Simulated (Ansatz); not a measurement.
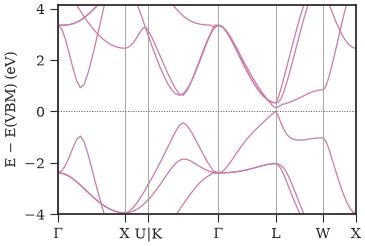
Fig. 1. Band structure from DFT-r²SCAN in the program Ansatz with PAW potentials

Problem. Read off the gap and where the band edges lie.

Solution. About 0.1 eV (0.14 eV by a search for the band edges); maximum at L, minimum at L.

Problem. Which of these materials gives this?
A) BeS, rock salt
B) PbS, rock salt
C) CdTe, zinc blende
D) SnTe, rock salt

Solution. D, SnTe, rock salt

Space group Fm-3m (rock salt). The cell was relaxed with r²SCAN under the symmetry of its start. At this level the phase is dynamically unstable (imaginary phonons). Spin–orbit coupling is left out wherever it is not named.

Potentials: the earlier of the program's two PAW sets.
